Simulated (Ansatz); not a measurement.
# C6H5Cl3Sn: one species, many methods, part 2 of 2

Ansatz 0.2.0, Gaussian basis; functionals in def2-TZVPP, the program's frozen cores in correlated methods. Earlier steps stand in the parts before.

### 15 LC-ωPBE (range-separated)

Contents of in.yaml:

```yaml
crystal:
  periodic: [false, false, false]
  atoms:
    - {symbol: Cl, position_ang: [-1.061120, -3.521207, -1.596830]}
    - {symbol: Sn, position_ang: [0.195613, -1.617874, -1.960582]}
    - {symbol: Cl, position_ang: [2.393581, -2.236554, -2.307696]}
    - {symbol: Cl, position_ang: [-0.540527, -0.748590, -3.968994]}
    - {symbol: C, position_ang: [0.034180, -0.287521, -0.339048]}
    - {symbol: C, position_ang: [1.090563, 0.565532, -0.039865]}
    - {symbol: C, position_ang: [0.975938, 1.447789, 1.024068]}
    - {symbol: C, position_ang: [-0.185271, 1.474675, 1.782265]}
    - {symbol: C, position_ang: [-1.235591, 0.619396, 1.483445]}
    - {symbol: C, position_ang: [-1.129661, -0.266124, 0.421312]}
    - {symbol: H, position_ang: [2.005027, 0.542755, -0.622798]}
    - {symbol: H, position_ang: [1.797659, 2.113281, 1.261698]}
    - {symbol: H, position_ang: [-0.270997, 2.164643, 2.613776]}
    - {symbol: H, position_ang: [-2.140411, 0.638157, 2.079702]}
    - {symbol: H, position_ang: [-1.950783, -0.939059, 0.198848]}
basis:
  gaussian: {orbitals: def2-TZVPP}
hamiltonian: {xc: {name: LC-wPBE}}
output: {orbitals: {seedname: orbitals}}
```

The run is started by

```
$ ansatz run in.yaml --threads 4 --pin off --events-out ev --progress --plain --max-ram 46080MiB --backend cuda --devices 0, --max-vram 37GiB
```

Standard output (excerpt; [...] marks lines left out):

```text
Functional definition: LC-wPBE
  name "LC-wPBE"
  cite "Vydrov & Scuseria, J. Chem. Phys. 125, 234109 (2006) doi:10.1063/1.2409292"
  cite "Heyd & Scuseria, J. Chem. Phys. 120, 7274 (2004) doi:10.1063/1.1668634"
  cite "Ernzerhof & Perdew, J. Chem. Phys. 109, 3313 (1998) doi:10.1063/1.476928"
  cite "Perdew, Burke & Ernzerhof, Phys. Rev. Lett. 77, 3865 (1996) doi:10.1103/PhysRevLett.77.3865"
  parent pbe
[...]
2645 factors; their error is unknown
687 factors; integrals over basis functions are off by at most 2.7e-5 eV
[...]
mean field -49696.03781913 eV, -1826.2957046689 hartree, gradient 3.5e-5 eV, S^2 0.000000; 0 other end points of the search recorded, 0 dependent functions left out
reference -49696.03781914 eV, -1826.2957046692 hartree; 57, 57 occupied and 375, 375 virtual orbitals, 2645 factors
Total energy: -49696.03781914 eV, -1826.2957046692 hartree
```

Run time: 3 s. Hardware: 1 × H100 (card shared with other runs) with 4 threads of AMD EPYC 7R13, shared host; peak host memory 1.1 GiB.

Atomisation energy: 67.391 eV (free atoms -49628.647 eV, run apart). HOMO -10.61 eV, LUMO 0.29 eV.

### 16 ωB97X-V (range-separated)

in.yaml, as its differences from that of step 15:

```diff
@@ -20,3 +20,3 @@
   gaussian: {orbitals: def2-TZVPP}
-hamiltonian: {xc: {name: LC-wPBE}}
+hamiltonian: {xc: {name: wB97X-V}}
 output: {orbitals: {seedname: orbitals}}
```

Launched as before.

Standard output (excerpt; [...] marks lines left out):

```text
Functional definition: wB97X-V
  name "wB97X-V"
  cite "Mardirossian & Head-Gordon, Phys. Chem. Chem. Phys. 16, 9904 (2014) doi:10.1039/C3CP54374A"
  cite "Becke, J. Chem. Phys. 107, 8554 (1997) doi:10.1063/1.475007"
  cite "Vydrov & Van Voorhis, J. Chem. Phys. 133, 244103 (2010) doi:10.1063/1.3521275"
[...]
      + integral(e_c_pw_opposite_spin*poly(b97_u_opposite, cos0, cos1)) + vv10(b, c)
2737 factors; their error is unknown
541 factors; integrals over basis functions are off by at most 1.6e-5 eV
[...]
mean field -49702.50378352 eV, -1826.5333244772 hartree, gradient 5.6e-5 eV, S^2 0.000000; 0 other end points of the search recorded, 0 dependent functions left out
reference -49702.50378082 eV, -1826.5333243782 hartree; 57, 57 occupied and 375, 375 virtual orbitals, 2737 factors
Total energy: -49702.50378082 eV, -1826.5333243782 hartree
```

Wall time 3.3 s (1 × H100 (card shared with other runs) with 4 threads of AMD EPYC 7R13, shared host); peak host memory 1.1 GiB.

Atomisation energy: 67.722 eV (free atoms -49634.781 eV, run apart). HOMO -10.25 eV, LUMO 0.19 eV.

### 17 ωB97M-V (range-separated)

in.yaml, as its differences from that of step 16:

```diff
@@ -20,3 +20,3 @@
   gaussian: {orbitals: def2-TZVPP}
-hamiltonian: {xc: {name: wB97X-V}}
-output: {orbitals: {seedname: orbitals}}
+hamiltonian: {xc: {name: wB97M-V}}
+output: {forces: true, orbitals: {seedname: orbitals}}
```

The command is unchanged.

Standard output (excerpt; [...] marks lines left out):

```text
Functional definition: wB97M-V
  name "wB97M-V"
  cite "Mardirossian & Head-Gordon, J. Chem. Phys. 144, 214110 (2016) doi:10.1063/1.4952647"
  cite "Becke, J. Chem. Phys. 107, 8554 (1997) doi:10.1063/1.475007"
  cite "Vydrov & Van Voorhis, J. Chem. Phys. 133, 244103 (2010) doi:10.1063/1.3521275"
  # Of w^i u^j: cxij and so on, Table III.
[...]
  gx(w, u) = 1 - cx + cx01*u + cx10*w
[...]
Atom 11 at     1.797659     2.113281     1.261698 Å, force    -0.065518    -0.048126    -0.014215 eV/Å
Atom 12 at    -0.270997     2.164643     2.613776 Å, force     0.006496    -0.052489    -0.063393 eV/Å
Atom 13 at    -2.140411     0.638157     2.079702 Å, force     0.070696     0.002903    -0.042493 eV/Å
Atom 14 at    -1.950783    -0.939059     0.198848 Å, force     0.053807     0.039834     0.009539 eV/Å
Dipole moment:    -0.067118     0.560720     0.687822 e Å
```

Run time: 7.5 s. Hardware: 1 × H100 (card shared with other runs) with 4 threads of AMD EPYC 7R13, shared host; peak host memory 1.3 GiB.

With the free atoms at this level, -49637.125 eV in sum, the atomisation energy is 67.764 eV. HOMO -10.17 eV, LUMO 0.08 eV.

### 18 B2PLYP (double hybrid)

in.yaml, as its differences from that of step 17:

```diff
@@ -20,3 +20,2 @@
   gaussian: {orbitals: def2-TZVPP}
-hamiltonian: {xc: {name: wB97M-V}}
-output: {forces: true, orbitals: {seedname: orbitals}}
+hamiltonian: {xc: {name: B2PLYP}}
```

Launched as before.

Standard output (excerpt; [...] marks lines left out):

```text
Functional definition: B2PLYP
  name "B2PLYP"
  cite "Grimme, J. Chem. Phys. 124, 034108 (2006) doi:10.1063/1.2148954"
  cite "Becke, Phys. Rev. A 38, 3098 (1988) doi:10.1103/PhysRevA.38.3098"
  cite "Lee, Yang & Parr, Phys. Rev. B 37, 785 (1988) doi:10.1103/PhysRevB.37.785"
[...]
2766 factors; integrals over basis functions are off by at most 9.2e-4 eV
[...]
mean field -49672.30878103 eV, -1825.4236786025 hartree, gradient 1.7e-6 eV, S^2 0.000000; 0 other end points of the search recorded, 0 dependent functions left out
25 core orbitals not correlated: weight in the atoms' cores, before any rotation towards them, 1.000 or more for the frozen orbitals, at most 0.000 for the correlated occupied ones
reference -49672.30901466 eV, -1825.4236871884 hartree; 32, 32 occupied and 375, 375 virtual orbitals, 2766 factors
second order -60.09688785 eV of doubles, -0.00000000 eV of singles
Total energy: -49688.53517438 eV, -1826.0199875596 hartree
```

It took 3.4 s on 1 × H100 (card shared with other runs) with 4 threads of AMD EPYC 7R13, shared host; peak host memory 2.1 GiB.

With the free atoms at this level, -49621.780 eV in sum, the atomisation energy is 66.755 eV.

### 19 PBE-QIDH (double hybrid)

in.yaml, as its differences from that of step 18:

```diff
@@ -20,2 +20,2 @@
   gaussian: {orbitals: def2-TZVPP}
-hamiltonian: {xc: {name: B2PLYP}}
+hamiltonian: {xc: {name: PBE-QIDH}}
```

The command is unchanged.

Standard output (excerpt; [...] marks lines left out):

```text
Functional definition: PBE-QIDH
  name "PBE-QIDH"
  cite "Brémond, Sancho-García, Pérez-Jiménez & Adamo, J. Chem. Phys. 141, 031101 (2014) doi:10.1063/1.4890314"
  cite "Perdew, Burke & Ernzerhof, Phys. Rev. Lett. 77, 3865 (1996) doi:10.1103/PhysRevLett.77.3865"
[...]
2766 factors; integrals over basis functions are off by at most 9.2e-4 eV
[...]
mean field -49658.88612078 eV, -1824.9304049368 hartree, gradient 4.1e-6 eV, S^2 0.000000; 0 other end points of the search recorded, 0 dependent functions left out
25 core orbitals not correlated: weight in the atoms' cores, before any rotation towards them, 1.000 or more for the frozen orbitals, at most 0.000 for the correlated occupied ones
reference -49658.88613770 eV, -1824.9304055587 hartree; 32, 32 occupied and 375, 375 virtual orbitals, 2766 factors
second order -55.75938839 eV of doubles, -0.00000000 eV of singles
Total energy: -49677.47260050 eV, -1825.6134454681 hartree
```

Run time: 4.5 s. Hardware: 1 × H100 (card shared with other runs) with 4 threads of AMD EPYC 7R13, shared host; peak host memory 2.1 GiB.

With the free atoms at this level, -49609.438 eV in sum, the atomisation energy is 68.034 eV.

### 20 Orbital energies across the functionals

Dipoles come from the runs that computed forces. Levels, from each run's orbital file:

```
  functional  HOMO (eV)  LUMO (eV)  gap (eV)  dipole (D)
 LDA (SPW92)      -7.33      -3.17      4.16            
      PBE-D4      -7.10      -2.86      4.24        4.34
   revPBE-D4      -7.02      -2.75      4.27            
     BLYP-D4      -6.90      -2.79      4.11            
   r2SCAN-D4      -7.30      -2.67      4.63        4.47
      B97M-V      -7.22      -2.56      4.67            
     PBE0-D4      -8.09      -1.95      6.13            
    B3LYP-D4      -7.85      -2.24      5.61        4.38
  r2SCANh-D4      -7.67      -2.34      5.33            
  r2SCAN0-D4      -8.23      -1.84      6.39            
    HSE06-D4      -7.69      -2.33      5.37            
    BHLYP-D4      -8.85      -0.94      7.91            
CAM-B3LYP-D4      -9.29      -0.93      8.35            
     LC-ωPBE     -10.61       0.29     10.90            
     ωB97X-V     -10.25       0.19     10.44            
     ωB97M-V     -10.17       0.08     10.25        4.27
```

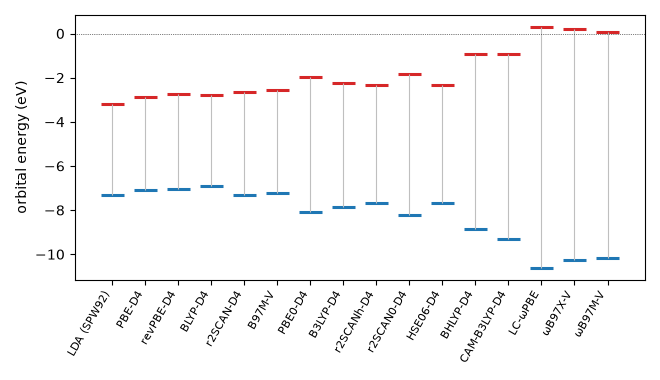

Highest occupied (blue) and lowest empty (red) level by functional.

### 21 CCSD(T) in def2-SVP

in.yaml, as its differences from that of step 19:

```diff
@@ -19,3 +19,3 @@
 basis:
-  gaussian: {orbitals: def2-TZVPP}
-hamiltonian: {xc: {name: PBE-QIDH}}
+  gaussian: {orbitals: def2-SVP}
+correlation: {method: ccsd_t}
```

Same command.

Standard output (excerpt; [...] marks lines left out):

```text
Functional definition: HF
  name "HF"
  cite "Fock, Z. Phys. 61, 126 (1930) doi:10.1007/BF01340294"
  parent pbe
[...]
1949 factors; integrals over basis functions are off by at most 1.4e-3 eV
[...]
mean field -49565.79908637 eV, -1821.5095195187 hartree, gradient 3.2e-6 eV, S^2 0.000000; 0 other end points of the search recorded, 0 dependent functions left out; unrestricted orbitals would lower it
[...]
reference -49565.79908637 eV, -1821.5095195187 hartree; 32, 32 occupied and 132, 132 virtual orbitals, 1949 factors
second order -34.52688128 eV of doubles, -0.00000000 eV of singles
cycle   1  -35.30630210 eV  change   -7.8e-1 eV  update   1.4e-1
[...]
cycle   9  -36.37865124 eV  change   -7.4e-6 eV  update   2.6e-5
perturbative correction -1.37187093 eV, -0.0504153269 hartree
Total energy: -49603.54960854 eV, -1822.8968256202 hartree
```

Run time: 4.7 s. Hardware: 1 × H100 (card shared with other runs) with 4 threads of AMD EPYC 7R13, shared host; peak host memory 0.99 GiB.

### 22 CCSD(T) in def2-TZVPP

in.yaml, as its differences from that of step 21:

```diff
@@ -19,3 +19,4 @@
 basis:
-  gaussian: {orbitals: def2-SVP}
+  gaussian: {orbitals: def2-TZVPP}
 correlation: {method: ccsd_t}
+output: {orbitals: {seedname: orbitals}}
```

Launched as before.

Standard output (excerpt; [...] marks lines left out):

```text
Functional definition: HF
  name "HF"
  cite "Fock, Z. Phys. 61, 126 (1930) doi:10.1007/BF01340294"
  parent pbe
[...]
2766 factors; integrals over basis functions are off by at most 9.2e-4 eV
[...]
mean field -49585.80874476 eV, -1822.2448609017 hartree, gradient 8.8e-6 eV, S^2 0.000000; 0 other end points of the search recorded, 0 dependent functions left out; unrestricted orbitals would lower it
[...]
reference -49585.80874476 eV, -1822.2448609017 hartree; 32, 32 occupied and 375, 375 virtual orbitals, 2766 factors
second order -49.40179544 eV of doubles, -0.00000000 eV of singles
cycle   1  -49.29236644 eV  change    1.1e-1 eV  update   1.6e-1
[...]
cycle   9  -50.74222874 eV  change   -6.2e-5 eV  update   4.3e-5
perturbative correction -2.47934701 eV, -0.0911143219 hartree
Total energy: -49639.03032051 eV, -1824.2007177356 hartree
```

Wall time 24 s (1 × H100 (card shared with other runs) with 4 threads of AMD EPYC 7R13, shared host); peak host memory 0.99 GiB.

### 23 MP2 in def2-QZVPP

in.yaml, as its differences from that of step 22:

```diff
@@ -19,4 +19,3 @@
 basis:
-  gaussian: {orbitals: def2-TZVPP}
-correlation: {method: ccsd_t}
-output: {orbitals: {seedname: orbitals}}
+  gaussian: {orbitals: "def2-QZVPP.json"}
+correlation: {method: mp2}
```

Launched as before.

Standard output (excerpt; [...] marks lines left out):

```text
Functional definition: HF
  name "HF"
  cite "Fock, Z. Phys. 61, 126 (1930) doi:10.1007/BF01340294"
  parent pbe
[...]
4738 factors; integrals over basis functions are off by at most 9.1e-4 eV
[...]
mean field -49587.17671313 eV, -1822.2951328120 hartree, gradient 3.2e-6 eV, S^2 0.000000; 0 other end points of the search recorded, 0 dependent functions left out; unrestricted orbitals would lower it
25 core orbitals not correlated: weight in the atoms' cores, before any rotation towards them, 1.000 or more for the frozen orbitals, at most 0.000 for the correlated occupied ones
reference -49587.17671313 eV, -1822.2951328120 hartree; 32, 32 occupied and 727, 727 virtual orbitals, 4738 factors
second order -58.45013606 eV of doubles, -0.00000000 eV of singles
Total energy: -49645.62684919 eV, -1824.4431356931 hartree
```

Wall time 6 s (1 × H100 (card shared with other runs) with 4 threads of AMD EPYC 7R13, shared host); peak host memory 1.5 GiB.

The pieces so far (eV):

```csv
basis,HF,MP2 correlation,CCSD correlation,(T),total
def2-SVP,-49565.7991,-34.5269,-36.3787,-1.3719,-49603.5496
def2-TZVPP,-49585.8087,-49.4018,-50.7422,-2.4793,-49639.0303
def2-QZVPP,-49587.1767,-58.4501,,,-49645.6268 (MP2)
```

The report of the def2-TZVPP run gives T1 = 0.0111.

### 24 Extrapolating to the complete basis

This step is arithmetic on the last runs, with X = 3 and 4: exp(−7.88√X) for Hartree-Fock, X^−2.97 for correlation; only MP2 was run in the larger set, so CCSD(T) minus MP2 is added from the smaller one.

```csv
level,energy at the limit (eV)
HF,-49587.3651
MP2,-49652.5177
CCSD,-49653.8582
CCSD(T),-49656.3375
```

This is no true limit for total energies: MP2 correlation changes by a factor of 1.18 from triple to quadruple zeta (about 1.07 in light molecules), because outer-core shells are correlated in sets not made for them. Much of that cancels between molecule and atoms or ions.

### 25 RPA on PBE orbitals

in.yaml, as its differences from that of step 23:

```diff
@@ -19,3 +19,4 @@
 basis:
-  gaussian: {orbitals: "def2-QZVPP.json"}
-correlation: {method: mp2}
+  gaussian: {orbitals: def2-TZVPP}
+hamiltonian: {xc: pbe}
+correlation: {method: rpa}
```

Launched as before.

Standard output (excerpt; [...] marks lines left out):

```text
Functional definition: PBE
  name "PBE"
  cite "Perdew, Burke & Ernzerhof, Phys. Rev. Lett. 77, 3865 (1996) doi:10.1103/PhysRevLett.77.3865"
  parent pbe
[...]
2766 factors; integrals over basis functions are off by at most 9.2e-4 eV
[...]
mean field -49686.63739582 eV, -1825.9502454841 hartree, gradient 6.9e-6 eV, S^2 0.000000; 0 other end points of the search recorded, 0 dependent functions left out
25 core orbitals not correlated: weight in the atoms' cores, before any rotation towards them, 1.000 or more for the frozen orbitals, at most 0.000 for the correlated occupied ones
reference -49582.82678191 eV, -1822.1352757882 hartree; 32, 32 occupied and 375, 375 virtual orbitals, 2766 factors
Total energy: -49659.67115402 eV, -1824.9592543762 hartree
```

Run time: 5 s. Hardware: 1 × H100 (card shared with other runs) with 4 threads of AMD EPYC 7R13, shared host; peak host memory 2.1 GiB.

RPA correlation: -76.844 eV. No RPA run of the hydrogen atom was made, so RPA has no atomisation energy below.

### 26 Atomisation energies

Atomisation energy = energies of 3 Cl, 1 Sn, 6 C, 5 H (separate runs, same level) minus the molecule's; electronic only, no spin-orbit term.

Differences are taken before rounding.

```
            method             rung  atomisation energy (eV)  from CCSD(T)/CBS (eV)   time
       LDA (SPW92)              LDA                   78.339                +10.710  4.6 s
            PBE-D4              GGA                   70.059                 +2.430  4.1 s
         revPBE-D4              GGA                   68.162                 +0.533  3.3 s
           BLYP-D4              GGA                   67.379                 -0.250    4 s
         r2SCAN-D4         meta-GGA                   68.227                 +0.598  4.8 s
            B97M-V         meta-GGA                   68.373                 +0.744  4.9 s
           PBE0-D4           hybrid                   68.724                 +1.096  4.4 s
          B3LYP-D4           hybrid                   67.358                 -0.271  4.2 s
        r2SCANh-D4           hybrid                   67.749                 +0.120  3.3 s
        r2SCAN0-D4           hybrid                   67.064                 -0.565  3.5 s
          HSE06-D4           hybrid                   68.775                 +1.146  2.9 s
          BHLYP-D4           hybrid                   65.356                 -2.273  2.9 s
      CAM-B3LYP-D4  range-separated                   67.464                 -0.165  2.7 s
           LC-ωPBE  range-separated                   67.391                 -0.238    3 s
           ωB97X-V  range-separated                   67.722                 +0.094  3.3 s
           ωB97M-V  range-separated                   67.764                 +0.136  7.5 s
            B2PLYP    double hybrid                   66.755                 -0.874  3.4 s
          PBE-QIDH    double hybrid                   68.034                 +0.406  4.5 s
     HF/def2-TZVPP     wavefunction                   49.537                -18.092       
    MP2/def2-TZVPP     wavefunction                   68.010                 +0.381       
   CCSD/def2-TZVPP     wavefunction                   64.176                 -3.453       
  CCSD(T)/def2-SVP     wavefunction                   64.266                 -3.363  4.7 s
CCSD(T)/def2-TZVPP     wavefunction                   65.690                 -1.939   24 s
           MP2/CBS     wavefunction                   69.948                 +2.319       
       CCSD(T)/CBS     wavefunction                   67.629                      0   30 s
```

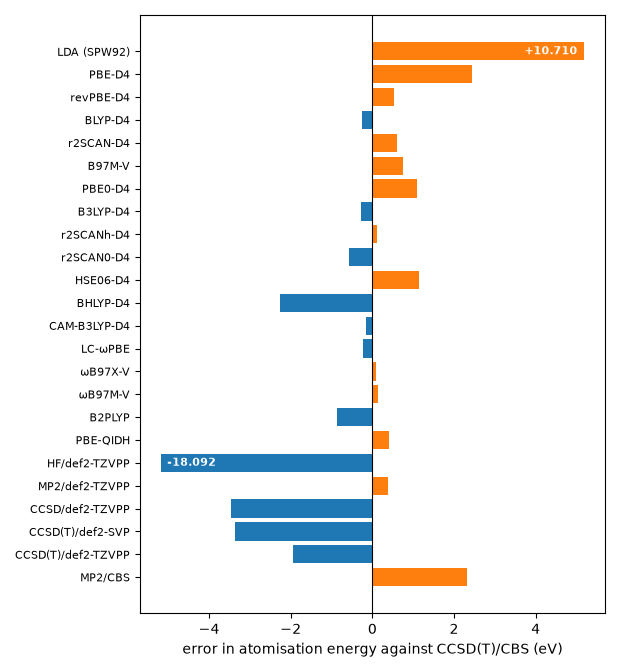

How far each level lands from CCSD(T)/CBS. Bars with a number in them are cut short.

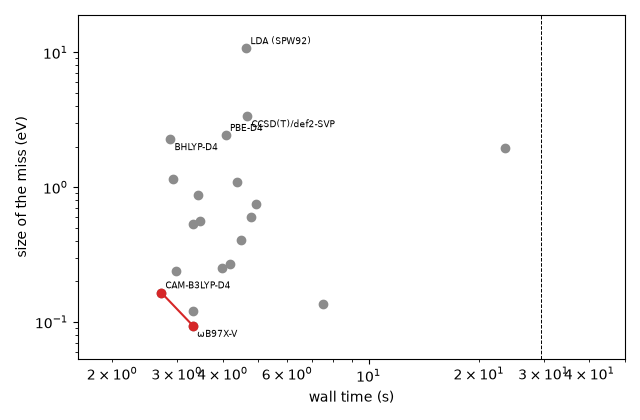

Miss against cost. Red marks the levels that no quicker level drawn beats (of those quicker than the yardstick), and the dashed line is the time of CCSD(T)/CBS. Only those levels and the largest misses are named. Times are from a shared host. Runs this short are mostly start-up, so their order is noise.

LDA (SPW92), LC-ωPBE, B2PLYP, PBE-QIDH carry no dispersion term (for B3LYP, D4 adds 1.003 eV).

Times are those of the molecule's run; HF, MP2 and CCSD come out of the CCSD(T) runs, and the limit's time is the sum of the runs that it needs.

### 27 What came out

The summary covers parts 1 to 2.

| quantity | value |
| --- | --- |
| atomisation energy, CCSD(T)/CBS | 67.629 eV |
| functionals within 0.676 eV (1.0 %) | revPBE-D4, BLYP-D4, r2SCAN-D4, B3LYP-D4, r2SCANh-D4, r2SCAN0-D4, CAM-B3LYP-D4, LC-ωPBE, ωB97X-V, ωB97M-V, PBE-QIDH |
| farthest beyond LDA | PBE-D4 (+2.430 eV) |
| mean size of error, GGA | 1.071 eV |
| mean size of error, meta-GGA | 0.671 eV |
| mean size of error, hybrid | 0.912 eV |
| mean size of error, range-separated | 0.158 eV |
| mean size of error, double hybrid | 0.640 eV |
| gap, smallest and largest | 4.11 eV (BLYP-D4), 10.90 eV (LC-ωPBE) |
| T1 diagnostic | 0.0111 |
| triples share of the correlation energy | 4.7 % |

**Reading.** LDA overbinds by 10.710 eV (16 %). PBE-D4 misses by +2.430 eV. Double hybrids carry the basis error of their MP2 part in triple zeta, and no dispersion term here, so their miss is partly the set-up's. The rungs range-separated, double hybrid, meta-GGA miss on average by less than the doubt on the reference (0.676 eV), so they tie. Misses under about 0.676 eV are within the doubt on the reference itself, which lacks core-valence correlation, spin-orbit coupling and higher excitations, and its outer-core shells are covered unevenly. All levels share the lack of spin-orbit coupling, which lowers the free heavy atoms and so the true binding. Hartree-Fock recovers 73 % of the binding; the rest is correlation. CCSD(T) in def2-SVP is off by -3.363 eV, which most functionals beat. Orbital gaps span 4.1 to 10.9 eV; exact exchange widens them. The restricted reference is unstable towards a spin-broken one. Correlated methods include outer-core shells of Sn, which these sets cover unevenly.

ωB97X-V reaches 0.094 eV from the reference in 3.3 s, where CCSD(T)/CBS took 30 s.
